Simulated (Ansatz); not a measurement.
Run report: CH$_{8}$Sn, geometry relaxation (part 1 of 2)

- system: CH$_{8}$Sn
- method: RKS B3LYP-D4/def2-SVP (Ansatz 0.2.0)

The input holds or restrains some coordinates. Forces given for the steps count only the free coordinates. It belongs to a series of runs on one base structure; here: pulled along the bonds that form and break, towards end B.

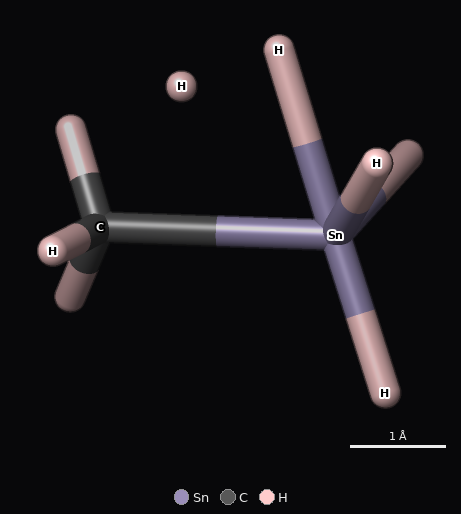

The input geometry (stick view, seen on its broad side). Sticks mark near contacts.

Key numbers

```json
{"quantity": "outcome", "value": "converged under the restraints of the input"}
{"quantity": "total energy", "value": "−6999.3494 eV"}
{"quantity": "mean-field energy", "value": "−6999.1329 eV"}
{"quantity": "largest force (length of the vector) at the end, held atoms and coordinates included", "value": "0.516 eV/Å"}
{"quantity": "hardware", "value": "2 threads of AMD EPYC (Zen 5), 32 GiB of memory available, shared host"}
{"quantity": "wall time", "value": "17 s (CPU time 31 s)"}
{"quantity": "peak memory", "value": "0.18 GiB"}
```

The input
```yaml
crystal:
  periodic: [false, false, false]
  atoms:
    - { symbol: Sn, position_ang: [0.0, 0.0, 0.0] }
    - { symbol: C, position_ang: [0.0, 0.0, 2.5] }
    - { symbol: H, position_ang: [-0.9996, -0.3092, 2.8705] }
    - { symbol: H, position_ang: [0.7676, -0.7111, 2.8705] }
    - { symbol: H, position_ang: [0.232, 1.0203, 2.8705] }
    - { symbol: H, position_ang: [1.6408, 0.0, -0.5794] }
    - { symbol: H, position_ang: [-0.8195, 1.4198, -0.5794] }
    - { symbol: H, position_ang: [-0.8195, -1.4198, -0.5794] }
    - { symbol: H, position_ang: [1.0699, 1.6134, 0.6433] }
    - { symbol: H, position_ang: [0.8382, 1.2641, 1.6686] }
basis:
  gaussian: { orbitals: def2-SVP }
hamiltonian:
  xc: b3lyp
  dispersion: d4
relax:
  f_tol: 0.15
  max_steps: 25
  restrain:
    - { distance: [0, 8], at: 1.74, k: 30.0 }
    - { distance: [9, 1], at: 1.11, k: 30.0 }
    - { distance: [0, 1], at: 3.35, k: 30.0 }
    - { distance: [9, 8], at: 1.86, k: 30.0 }
output:
  orbitals: {}
```

Command:
```bash
ansatz run input.yaml --threads 2 --pin off --max-ram 3072MiB --backend cpu --events-out ev --progress --plain --runs-dir out
```

Log
```
The last accepted step is kept in [file] (removed where the run ends without a failure and the disk answers)
Engine: ansatz 0.2.0, x86_64-unknown-linux-gnu
Functional definition: B3LYP
  parameter a0 = 0.2
  parameter ax = 0.72
  parameter ac = 0.81
  exchange = (1 - a0 - ax)*slater_x + ax*b88_x + a0*exact_x
  correlation = (1 - ac)*vwn_rpa_c + ac*lyp_c
974 factors; integrals over basis functions are off by at most 3.4e-4 eV
mean field evaluation 1: about -6990.1815 eV, gradient 4.6e1 eV
mean field evaluation 2: about -6980.6392 eV, gradient 6.6e1 eV
mean field evaluation 4: about -6995.6741 eV, gradient 2.1e0 eV
mean field evaluation 8: about -6995.7071 eV, gradient 5.0e-2 eV
mean field evaluation 16: about -6995.7071 eV, gradient 4.0e-5 eV
mean field -6995.70707472 eV, -257.0874931354 hartree, gradient 4.0e-5 eV, S^2 0.000000; 0 other end points of the search recorded, 0 dependent functions left out
the calculation of the forces begins
reference -6995.70733627 eV, -257.0875027472 hartree; 18, 18 occupied and 62, 62 virtual orbitals, 974 factors
relax step   1: F+E_penalty+E_count = -6995.98075918 eV  Δ(F+E_penalty+E_count) = +0.000e0 eV  max|allowed force component| = 4.251e0 eV/Å  E_restraint = 26.43727696 eV  max|allowed force component, restraints' pulls added| = 2.558e1 eV/Å  Δτ_max = 0.0000 Å  (25 SCF iters, accepted)
  distance Sn 0 - H 8 = 2.0400 Å
  distance H 9 - C 1 = 1.7297 Å
  distance Sn 0 - C 1 = 2.5000 Å
  distance H 9 - H 8 = 1.1077 Å
these checks for a lower state are left out or cut short: starts, cluster_reference, orbital_swaps, neighbouring_geometries, increment
974 factors; integrals over basis functions are off by at most 5.1e-4 eV
mean field -6993.99789261 eV, -257.0246818514 hartree, gradient 9.1e-6 eV, S^2 0.000000; 0 other end points of the search recorded, 0 dependent functions left out
[... from here on the field's lines of each further geometry are left out, up to the last ...]
relax step   2: F+E_penalty+E_count = -6994.26589671 eV  Δ(F+E_penalty+E_count) = +1.715e0 eV  max|allowed force component| = 3.740e0 eV/Å  E_restraint = 12.62768444 eV  max|allowed force component, restraints' pulls added| = 1.590e1 eV/Å  Δτ_max = 0.1949 Å  (32 SCF iters, accepted)
relax step   3: F+E_penalty+E_count = -6993.70813829 eV  Δ(F+E_penalty+E_count) = +5.578e-1 eV  max|allowed force component| = 3.540e0 eV/Å  E_restraint = 4.43156607 eV  max|allowed force component, restraints' pulls added| = 9.739e0 eV/Å  Δτ_max = 0.1949 Å  (33 SCF iters, accepted)
relax step   4: F+E_penalty+E_count = -6994.69127350 eV  Δ(F+E_penalty+E_count) = -9.831e-1 eV  max|allowed force component| = 3.791e0 eV/Å  E_restraint = 0.85452425 eV  max|allowed force component, restraints' pulls added| = 4.577e0 eV/Å  Δτ_max = 0.1947 Å  (29 SCF iters, accepted)
relax step   5: F+E_penalty+E_count = -6996.43674862 eV  Δ(F+E_penalty+E_count) = -1.745e0 eV  max|allowed force component| = 2.577e0 eV/Å  E_restraint = 0.04121723 eV  max|allowed force component, restraints' pulls added| = 2.577e0 eV/Å  Δτ_max = 0.1999 Å  (27 SCF iters, accepted)
relax step   6: F+E_penalty+E_count = -6997.71115452 eV  Δ(F+E_penalty+E_count) = -1.274e0 eV  max|allowed force component| = 1.158e0 eV/Å  E_restraint = 0.00379933 eV  max|allowed force component, restraints' pulls added| = 1.158e0 eV/Å  Δτ_max = 0.1937 Å  (25 SCF iters, accepted)
relax step   7: F+E_penalty+E_count = -6998.40997387 eV  Δ(F+E_penalty+E_count) = -6.988e-1 eV  max|allowed force component| = 7.063e-1 eV/Å  E_restraint = 0.01184282 eV  max|allowed force component, restraints' pulls added| = 7.063e-1 eV/Å  Δτ_max = 0.1949 Å  (25 SCF iters, accepted)
relax step   8: F+E_penalty+E_count = -6998.83813166 eV  Δ(F+E_penalty+E_count) = -4.282e-1 eV  max|allowed force component| = 8.854e-1 eV/Å  E_restraint = 0.02329027 eV  max|allowed force component, restraints' pulls added| = 4.226e-1 eV/Å  Δτ_max = 0.1937 Å  (22 SCF iters, accepted)
relax step   9: F+E_penalty+E_count = -6999.05484821 eV  Δ(F+E_penalty+E_count) = -2.167e-1 eV  max|allowed force component| = 9.501e-1 eV/Å  E_restraint = 0.02943905 eV  max|allowed force component, restraints' pulls added| = 2.900e-1 eV/Å  Δτ_max = 0.1960 Å  (21 SCF iters, accepted)
relax step  10: F+E_penalty+E_count = -6999.17631518 eV  Δ(F+E_penalty+E_count) = -1.215e-1 eV  max|allowed force component| = 7.635e-1 eV/Å  E_restraint = 0.02459516 eV  max|allowed force component, restraints' pulls added| = 2.839e-1 eV/Å  Δτ_max = 0.1998 Å  (24 SCF iters, accepted)
relax step  11: F+E_penalty+E_count = -6999.21778828 eV  Δ(F+E_penalty+E_count) = -4.147e-2 eV  max|allowed force component| = 7.632e-1 eV/Å  E_restraint = 0.02207347 eV  max|allowed force component, restraints' pulls added| = 9.920e-1 eV/Å  Δτ_max = 0.1957 Å  (24 SCF iters, accepted)
relax step  12: F+E_penalty+E_count = -6999.27241746 eV  Δ(F+E_penalty+E_count) = -5.463e-2 eV  max|allowed force component| = 6.231e-1 eV/Å  E_restraint = 0.00926882 eV  max|allowed force component, restraints' pulls added| = 1.597e-1 eV/Å  Δτ_max = 0.2000 Å  (24 SCF iters, accepted)
relax step  13: F+E_penalty+E_count = -6999.29107444 eV  Δ(F+E_penalty+E_count) = -1.866e-2 eV  max|allowed force component| = 4.672e-1 eV/Å  E_restraint = 0.00902049 eV  max|allowed force component, restraints' pulls added| = 3.570e-2 eV/Å  Δτ_max = 0.1836 Å  (25 SCF iters, accepted)
relax step  14: F+E_penalty+E_count = -6999.30508612 eV  Δ(F+E_penalty+E_count) = -1.401e-2 eV  max|allowed force component| = 4.838e-1 eV/Å  E_restraint = 0.01040653 eV  max|allowed force component, restraints' pulls added| = 2.577e-1 eV/Å  Δτ_max = 0.1954 Å  (24 SCF iters, accepted)
relax step  15: F+E_penalty+E_count = -6999.29922483 eV  Δ(F+E_penalty+E_count) = +5.861e-3 eV  max|allowed force component| = 5.770e-1 eV/Å  E_restraint = 0.01128851 eV  max|allowed force component, restraints' pulls added| = 1.092e0 eV/Å  Δτ_max = 0.1963 Å  (24 SCF iters, rejected (line search))
relax step  16: F+E_penalty+E_count = -6999.31813551 eV  Δ(F+E_penalty+E_count) = -1.305e-2 eV  max|allowed force component| = 4.776e-1 eV/Å  E_restraint = 0.00783288 eV  max|allowed force component, restraints' pulls added| = 1.172e-1 eV/Å  Δτ_max = 0.0982 Å  (21 SCF iters, accepted)
relax step  17: F+E_penalty+E_count = -6999.32702210 eV  Δ(F+E_penalty+E_count) = -8.887e-3 eV  max|allowed force component| = 4.733e-1 eV/Å  E_restraint = 0.00634360 eV  max|allowed force component, restraints' pulls added| = 6.267e-2 eV/Å  Δτ_max = 0.0974 Å  (21 SCF iters, accepted)
relax step  18: F+E_penalty+E_count = -6999.32867163 eV  Δ(F+E_penalty+E_count) = -1.650e-3 eV  max|allowed force component| = 4.984e-1 eV/Å  E_restraint = 0.00581872 eV  max|allowed force component, restraints' pulls added| = 1.816e-1 eV/Å  Δτ_max = 0.1463 Å  (24 SCF iters, accepted)
relax step  19: F+E_penalty+E_count = -6999.33122804 eV  Δ(F+E_penalty+E_count) = -2.556e-3 eV  max|allowed force component| = 6.041e-1 eV/Å  E_restraint = 0.00543326 eV  max|allowed force component, restraints' pulls added| = 4.046e-1 eV/Å  Δτ_max = 0.1937 Å  (24 SCF iters, accepted)
the calculation of the forces begins
reference -6999.13289524 eV, -257.2133897175 hartree; 18, 18 occupied and 62, 62 virtual orbitals, 974 factors
relax step  20: F+E_penalty+E_count = -6999.34911885 eV  Δ(F+E_penalty+E_count) = -1.789e-2 eV  max|allowed force component| = 4.754e-1 eV/Å  E_restraint = 0.00555284 eV  max|allowed force component, restraints' pulls added| = 2.233e-2 eV/Å  Δτ_max = 0.0604 Å  (22 SCF iters, accepted)
```

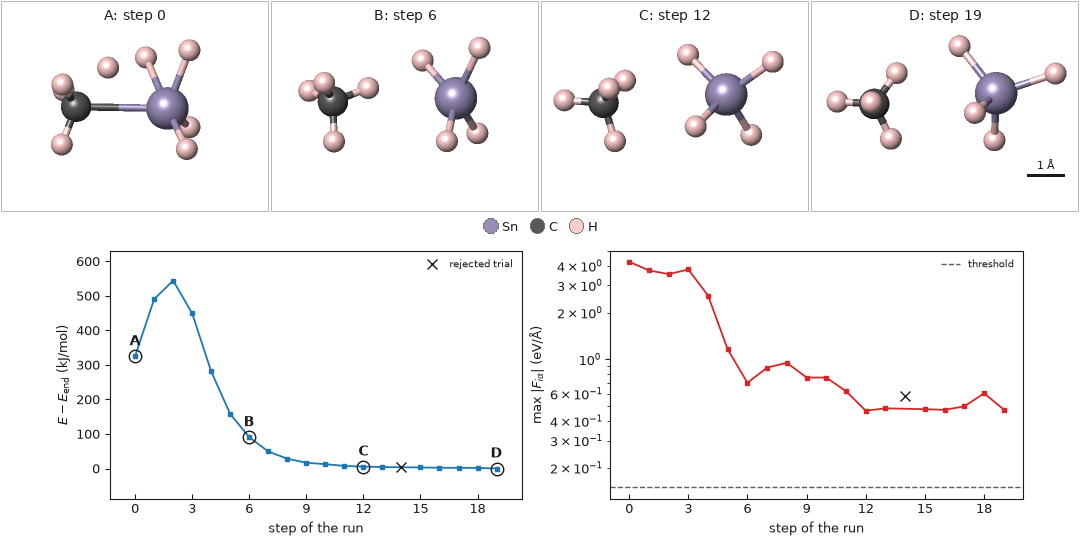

Frames of the restrained relaxation (ball-and-stick view, seen at a tilt) above the curves, on which the letters mark them (the first geometry is step 0 here and step 1 in the log).

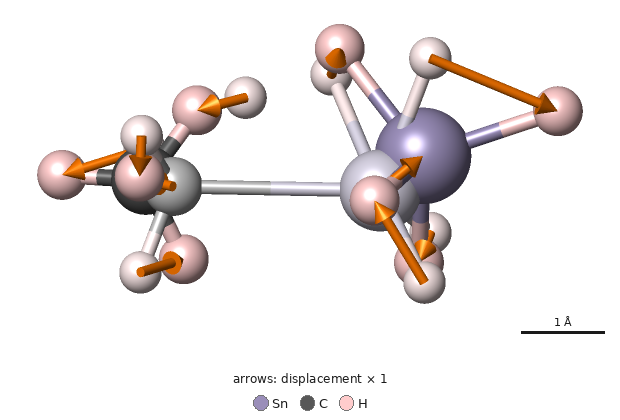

Start (faint) and end (solid) with the displacements as orange arrows, at true length (ball-and-stick view, seen at a tilt). The two geometries are laid on each other by the best rigid fit. H6 moves most after the best rigid fit: 1.70 Å. By element the largest moves are H 1.70 Å, Sn 0.68 Å, C 0.47 Å. Among the contacts that change: Sn1–C2 2.500 → 3.361 Å, C2–H10 1.730 → 1.104 Å, Sn1–H9 2.040 → 1.732 Å, Sn1–H8 1.739 → 1.715 Å. New bonds form: C2–H10 (1.73 → 1.10 Å). Bonds break: Sn1–C2 (2.50 → 3.36 Å). Among the angles that change: H8–Sn1–H9 176.5° → 109.2°, H6–Sn1–H9 67.1° → 110.4°, H7–Sn1–H9 72.9° → 108.9°. Over 19 geometry steps the energy falls by 325.0 kJ/mol. The largest force component goes from 4.3 to 0.48 eV/Å. The line search rejected the trial step at point 14 (counted from 0) and went back. (Atoms are counted from 1 in the order of the input.)

```
  distance Sn 0 - H 8 = 1.7316 Å
  distance H 9 - C 1 = 1.1041 Å
  distance Sn 0 - C 1 = 3.3608 Å
  distance H 9 - H 8 = 1.8722 Å
974 factors; integrals over basis functions are off by at most 6.0e-4 eV
mean field -6999.13263323 eV, -257.2133800887 hartree, gradient 6.0e-5 eV, S^2 0.000000; 1 other end points of the search recorded, 0 dependent functions left out
the calculation of the forces begins
reference -6999.13289524 eV, -257.2133897175 hartree; 18, 18 occupied and 62, 62 virtual orbitals, 974 factors
Total energy: -6999.34938086 eV, -257.2213454172 hartree
Atom 0 at     0.451589     0.222421    -0.492292 Å, force     0.211567     0.117848    -0.169312 eV/Å
Atom 1 at    -0.068579     0.352068     2.825474 Å, force     0.068825     0.128951     0.246280 eV/Å
Atom 2 at    -1.042727     0.366316     2.316500 Å, force    -0.004678     0.004628    -0.014642 eV/Å
Atom 3 at     0.281221    -0.685630     2.918828 Å, force     0.003358    -0.004762    -0.004331 eV/Å
Atom 4 at    -0.186196     0.787790     3.828449 Å, force     0.004043    -0.003847     0.000511 eV/Å
Atom 5 at     1.104968     0.203414    -2.084336 Å, force    -0.007840     0.006893     0.004184 eV/Å
Atom 6 at    -1.106470     0.941446    -0.526627 Å, force     0.000468    -0.003745     0.002225 eV/Å
Atom 7 at     0.340286    -1.387704     0.087062 Å, force     0.001143     0.000528     0.002840 eV/Å
Atom 8 at     1.468764     1.140648     0.566327 Å, force     0.001034    -0.097141    -0.475430 eV/Å
Atom 9 at     0.667045     0.936732     2.245814 Å, force    -0.277919    -0.149353     0.407675 eV/Å
Dipole moment:    -0.008902    -0.002480     0.044055 e Å
```

Trajectory as extended XYZ (Å, eV, eV/Å), 20 frames, from step=1 to step=20
```
10
Properties=species:S:1:pos:R:3:forces:R:3 step=1 energy=-6995.98076
Sn    0.0000    0.0000    0.0000   -0.3933  -0.7235   0.9934
C     0.0000    0.0000    2.5000   -0.5536  -1.2142  -1.0178
H    -0.9996   -0.3092    2.8705    0.2327   0.1648  -0.0517
H     0.7676   -0.7111    2.8705   -0.1828   0.2378  -0.1825
H     0.2320    1.0203    2.8705   -0.2857  -0.1992   0.3174
H     1.6408    0.0000   -0.5794   -0.2512  -0.3371   0.0002
H    -0.8195    1.4198   -0.5794   -0.0701  -0.2831   0.1302
H    -0.8195   -1.4198   -0.5794   -0.1279  -0.1730   0.0296
H     1.0699    1.6134    0.6433    0.3093   0.4696   4.0318
H     0.8382    1.2641    1.6686    1.3225   2.0580  -4.2508
10
Properties=species:S:1:pos:R:3:forces:R:3 step=2 energy=-6994.26590
Sn    0.0315    0.0463   -0.1430   -0.2193  -0.4307   1.7275
C     0.0358    0.0522    2.5944   -1.1663  -3.2625  -2.2437
H    -0.9937   -0.3041    2.8706    0.5627   0.7324  -0.1808
H     0.7734   -0.7103    2.8741    0.2185   0.3932   0.1896
H     0.2358    1.0416    2.8874    0.0943   1.8844   1.9703
H     1.6434   -0.0031   -0.5822    0.5568  -0.6006  -0.4725
H    -0.8223    1.4212   -0.5807   -0.6186   0.2370  -0.2826
H    -0.8204   -1.4209   -0.5799   -0.1372  -0.1717   0.1111
H     1.0625    1.6023    0.5346    0.4255   0.8153   2.9208
H     0.7639    1.1523    1.8099    0.2836   0.4032  -3.7398
10
Properties=species:S:1:pos:R:3:forces:R:3 step=3 energy=-6993.70814
Sn    0.0713    0.1053   -0.2712    0.1676   0.3017   0.9717
C     0.0660    0.0804    2.6806   -0.3628  -1.8084  -2.2848
H    -0.9844   -0.2893    2.8672    0.7156   1.0652  -0.7045
H     0.7835   -0.7057    2.8829    0.6114   0.3030   0.5583
H     0.2390    1.0779    2.9332    0.0773   2.3052   3.5403
H     1.6630   -0.0164   -0.5961    1.2287  -0.9747  -1.1972
H    -0.8394    1.4315   -0.5907   -1.1873   0.5521  -0.9326
H    -0.8213   -1.4211   -0.5759    0.1130   0.2331   0.7008
H     1.0542    1.5948    0.4307    0.0536   0.4437   1.4689
H     0.6780    1.0200    1.9244   -1.4171  -2.4209  -2.1210
10
Properties=species:S:1:pos:R:3:forces:R:3 step=4 energy=-6994.69127
Sn    0.1177    0.1798   -0.3950   -0.2529  -0.2676   0.5649
C     0.0921    0.1032    2.7508   -0.0492   0.2480  -1.5435
H    -0.9655   -0.2628    2.8419    0.7135   0.8989  -0.7804
H     0.8018   -0.7013    2.9017    0.5882   0.2639   0.8073
H     0.2428    1.1302    3.0312   -0.1084   0.8251   3.7913
H     1.6992   -0.0461   -0.6370    1.5040  -0.9887  -1.6077
H    -0.8762    1.4475   -0.6244   -1.3350   0.7469  -1.3522
H    -0.8135   -1.4074   -0.5475    0.4907   0.8332   0.8458
H     1.0298    1.5710    0.3749   -0.1463   0.1283   1.2056
H     0.5817    0.8635    1.9887   -1.4047  -2.6881  -1.9311
10
Properties=species:S:1:pos:R:3:forces:R:3 step=5 energy=-6996.43675
Sn    0.1544    0.2396   -0.4918   -0.1369  -0.2067   0.4581
C     0.1027    0.1346    2.8178    0.6764   0.5607  -0.9141
H    -0.9306   -0.2236    2.8015   -0.0829   0.3216  -0.2844
H     0.8183   -0.6866    2.9640    0.0905   0.4112   0.7803
H     0.2391    1.1326    3.2311   -0.1126  -0.1756   2.5768
H     1.7545   -0.1062   -0.7606    0.7589  -0.6650  -1.5347
H    -0.9427    1.4680   -0.7321   -0.8164   0.3315  -1.3599
H    -0.7741   -1.3419   -0.4855    0.5588   0.9328   0.7013
H     0.9946    1.5422    0.3728   -0.1938  -0.0953   1.0553
H     0.4938    0.7188    1.9680   -0.7419  -1.4152  -1.4786
```
